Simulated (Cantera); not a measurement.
Feed: 1 mol SiHCl3, 44 mol N2, 0.19 mol H2, equilibrated at 1.00 bar.

Equilibrium computed with Cantera from the NASA thermochemical tables; the gas is ideal and each condensed phase is pure. Candidate condensed phases: NH4Cl, Si, Si3N4; 28 gas species. The tables' values for SiCl3, SiCl are old estimates; treat these amounts as uncertain. The numbers say what is thermodynamically allowed, not how fast it happens.

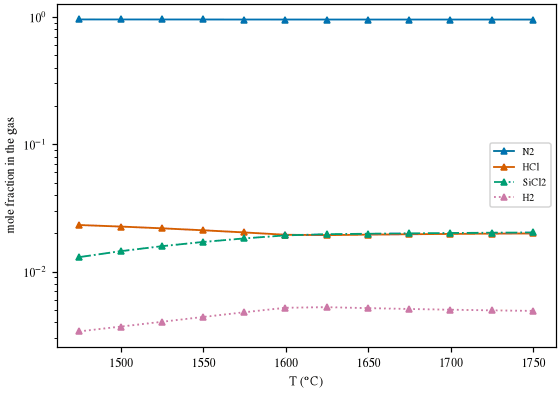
Fig. 1. Equilibrium gas composition (values under 1e-9 drawn at 1e-9)

From 1475 °C to 1600 °C the condensed part is Si3N4(s). From 1625 °C to 1750 °C nothing is condensed. The main Si-bearing gas is SiCl2 throughout.
